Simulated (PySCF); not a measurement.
```xyz
13

C    -0.6548    1.2291   -1.1487
C    -0.4655    0.2564   -0.2544
C    -1.5810   -0.5120    0.3889
C     0.8680   -0.0997    0.1322
C     1.6394   -0.9111    0.9069
C     2.2970    0.0368    0.0725
O     3.2828    0.5568   -0.3574
H     0.1771    1.7525   -1.5875
H    -1.6413    1.5243   -1.4627
H    -2.5462   -0.1666    0.0293
H    -1.5419   -0.3932    1.4707
H    -1.4786   -1.5731    0.1664
H     1.6405   -1.6997    1.6259
```

Geometry: GFN2-xTB.

Level of theory: PySCF, PBE0/pcSseg-1, SCF density, gas phase, non-relativistic.

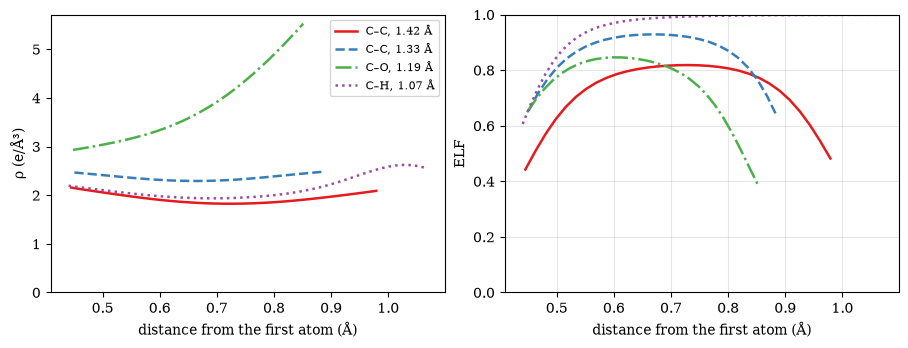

C6H6O. Electron density and electron localisation function along straight lines between neighbouring atoms. The curves leave out the atomic cores.

What kind of bonding do the profiles show?

C–C (1.42 Å): the density is about 1.8 e/Å³ at the midpoint; the ELF peaks at about 0.80 between the atoms, as expected for a covalent bond.
C–C (1.33 Å): ρ at the midpoint is about 2.3 e/Å³; the ELF peaks at about 0.95 between the atoms; a short, multiple covalent bond.
C–O (1.19 Å): the density is about 3.3 e/Å³ at the midpoint; the ELF peaks at about 0.85 between the atoms (a short, multiple covalent bond).
C–H (1.07 Å): ρ at the midpoint is about 2.1 e/Å³; the ELF climbs to about 1 towards the hydrogen, as it does in any bond to H (an ordinary covalent bond to hydrogen).
